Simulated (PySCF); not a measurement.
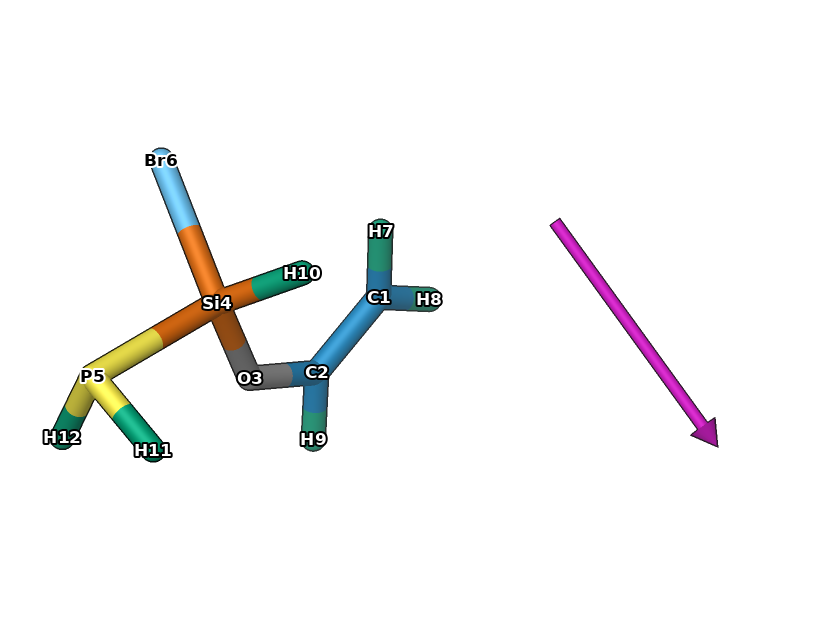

The arrow beside the molecule shows the direction of the dipole moment, from the negative to the positive end (its length means nothing). Computed geometry: GFN2-xTB optimisation. No frequency run is at hand to confirm it as a minimum. Method: PBE0/def2-SVPD, gas phase (PySCF 2.14.0).

**How large is the dipole moment?**

1.83 D; it points from the side of Br6 to the side of H9 (the outermost atoms at the two ends).

The geometry is semi-empirical. Around Br, P, Si such bond lengths and angles can be off by a tenth of an ångström or more and by several degrees, and values that hang on the shape move with them.
